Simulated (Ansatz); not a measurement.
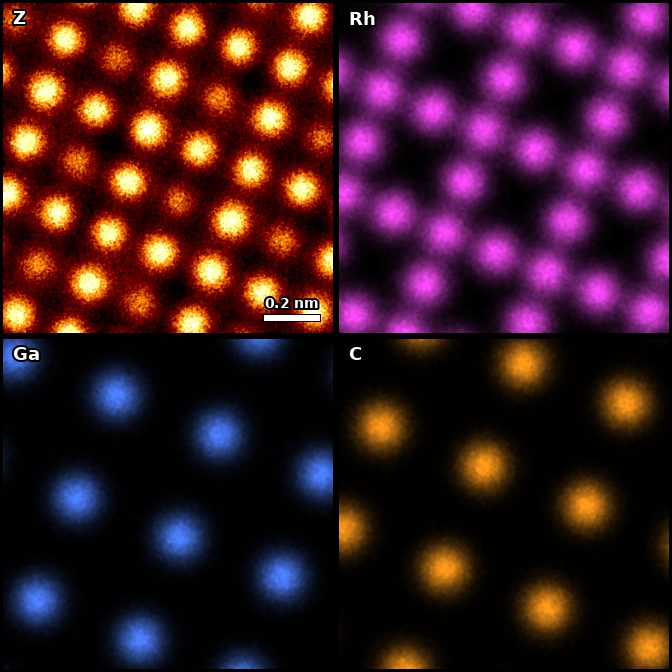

A crystal along [001]. Panel Z: Simulation: incoherent imaging, intensity Z^1.8 per atom, probe width 1.02 Å, thin sample. Shot noise and the speckle of an amorphous layer were added. The other panels are simulated element maps (the number of atoms of one element along the beam, blurred by 1.3 Å, with counting noise; each on its own scale, no channelling).

Q: Which columns does each element occupy?

A: The projected cell (3.99 × 3.99 Å, 90°) holds 4 columns: 2 of Rh, 1 of Ga and 1 of Rh + C. Columns shared by several elements: Rh + C.

The crystal is GaRh₃C (Pm-3m, No. 221). Structure used: the end point of a relaxation with Ansatz, DFT PBEsol, scalar-relativistic, plane waves, PAW; the starting structure was generated, so it need not be a known form of this composition.
